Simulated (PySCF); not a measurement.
## Geometry relaxation of SiNH3

SiNH3 (silanimine), SMILES N=[SiH2], computed with PBE0-D3(BJ)/def2-SVP geometry optimisation, gas phase (PySCF 2.14.0).

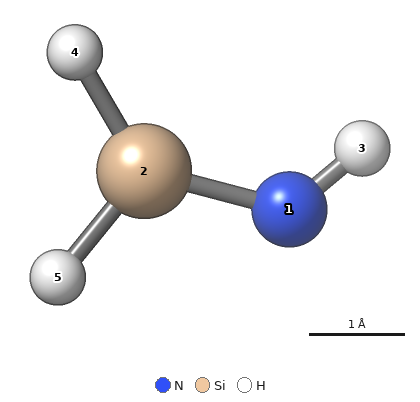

Figure 1. The structure as given in the input (ball-and-stick view, seen on its broad side; atoms are numbered from 1 in the order of the input). Bond lengths as drawn: H–N 1.01 Å, H–Si 1.45 to 1.47 Å and N–Si 1.61 Å.

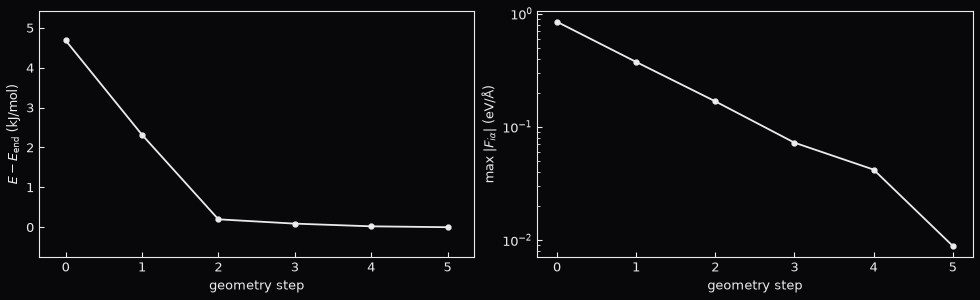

Figure 2. Progress of the relaxation, step by step (steps are counted from 0).

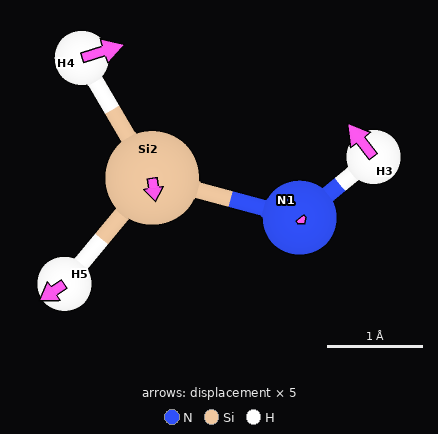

Figure 3. The starting structure with the displacements as pink arrows, magnified 5 times (ball-and-stick view, seen on its broad side). The two geometries are laid on each other by the best rigid fit. The energy falls by 4.69 kJ/mol in 5 geometry steps. Largest force component: 0.85 eV/Å at the start, 0.0089 eV/Å at the end. The largest move after the best rigid fit is that of H4, 0.098 Å. By element the largest moves are H 0.098 Å, Si 0.052 Å, N 0.019 Å. Among the contacts that change: Si2–H4 1.465 → 1.497 Å, Si2–H5 1.452 → 1.482 Å, N1–H3 1.009 → 1.019 Å, N1–Si2 1.608 → 1.603 Å. Among the angles that change: N1–Si2–H4 135.4° → 129.6°, Si2–N1–H3 125.5° → 120.5°, N1–Si2–H5 114.5° → 118.1°. (Atoms are counted from 1 in the order of the input.)

These pictures come from the run below.

### Input
```
{"job": {"xc": "PBE0", "basis": "def2-SVP", "d3": "d3bj", "grid": 1, "kind": "geom"}, "charge": 0, "multiplicity": 1}
N      1.067710    -0.511510     0.020840
Si    -0.437680     0.053710    -0.009850
H      1.905030     0.050860    -0.002500
H     -1.051260     1.382300    -0.082530
H     -1.466560    -0.969660     0.039670
```

The first line tells a small driver script what to run in PySCF; the rest is the geometry in Å.

Command:
```bash
OMP_NUM_THREADS=1 python <driver script> task.json out
```

### Log
```
step   0  E = -345.67119380  max force = 0.016498
step   1  E = -345.67209505  max force = 0.007291
step   2  E = -345.67290286  max force = 0.003273
step   3  E = -345.67294399  max force = 0.001412
step   4  E = -345.67296979  max force = 0.000816
step   5  E = -345.67297823  max force = 0.000174
optimisation converged
```

### Trajectory as extended XYZ (Å, eV, eV/Å), 6 frames, from step=0 to step=5
```
5
Properties=species:S:1:pos:R:3:forces:R:3 step=0 energy=-9406.19229
N     1.0677   -0.5115    0.0208   -0.5793   0.0543   0.0014
Si   -0.4377    0.0537   -0.0098    0.8483  -0.5831   0.0239
H     1.9050    0.0509   -0.0025    0.2536   0.2989  -0.0183
H    -1.0513    1.3823   -0.0825   -0.0198   0.6658  -0.0285
H    -1.4666   -0.9697    0.0397   -0.5028  -0.4360   0.0215
5
Properties=species:S:1:pos:R:3:forces:R:3 step=1 energy=-9406.21681
N     1.0710   -0.4929    0.0198   -0.0211  -0.3749   0.0227
Si   -0.4580   -0.0241   -0.0060    0.2846   0.3617  -0.0233
H     1.8632    0.1446   -0.0089   -0.1179   0.0496  -0.0058
H    -0.9036    1.4055   -0.0819   -0.2521  -0.1114   0.0104
H    -1.5554   -1.0274    0.0427    0.1066   0.0750  -0.0039
5
Properties=species:S:1:pos:R:3:forces:R:3 step=2 energy=-9406.23880
N     1.0720   -0.5147    0.0209    0.1268  -0.0757   0.0032
Si   -0.4370    0.0104   -0.0084   -0.1683   0.0402  -0.0022
H     1.8760    0.1080   -0.0076   -0.0295   0.0358  -0.0036
H    -0.9750    1.4104   -0.0813    0.0330  -0.0639   0.0069
H    -1.5188   -1.0085    0.0420    0.0380   0.0636  -0.0043
5
Properties=species:S:1:pos:R:3:forces:R:3 step=3 energy=-9406.23992
N     1.0738   -0.5177    0.0204    0.0356  -0.0726   0.0025
Si   -0.4377    0.0071   -0.0079   -0.0222   0.0282  -0.0013
H     1.8704    0.1140   -0.0089   -0.0097   0.0422  -0.0035
H    -0.9678    1.4057   -0.0798    0.0029   0.0023   0.0032
H    -1.5215   -1.0034    0.0419   -0.0066  -0.0001  -0.0009
5
Properties=species:S:1:pos:R:3:forces:R:3 step=4 energy=-9406.24062
N     1.0759   -0.5243    0.0192    0.0022  -0.0420   0.0004
Si   -0.4364    0.0037   -0.0074    0.0175   0.0182  -0.0003
H     1.8616    0.1221   -0.0113    0.0004   0.0228  -0.0020
H    -0.9585    1.4041   -0.0771   -0.0066   0.0203   0.0018
H    -1.5253   -0.9999    0.0421   -0.0136  -0.0194   0.0001
5
Properties=species:S:1:pos:R:3:forces:R:3 step=5 energy=-9406.24085
N     1.0770   -0.5294    0.0178   -0.0060  -0.0070  -0.0011
Si   -0.4352    0.0025   -0.0068    0.0084   0.0049   0.0002
H     1.8559    0.1261   -0.0133    0.0026   0.0028  -0.0009
H    -0.9532    1.4052   -0.0746   -0.0017   0.0082   0.0023
H    -1.5273   -0.9987    0.0425   -0.0033  -0.0089  -0.0004
```

### Summary

- outcome: converged
- total energy: −345.672978 hartree
- dipole moment: 2.18 D
- point group: Cs
- hardware: 1 CPU thread, shared host
- wall time: 3 s
- peak memory: 0.27 GiB
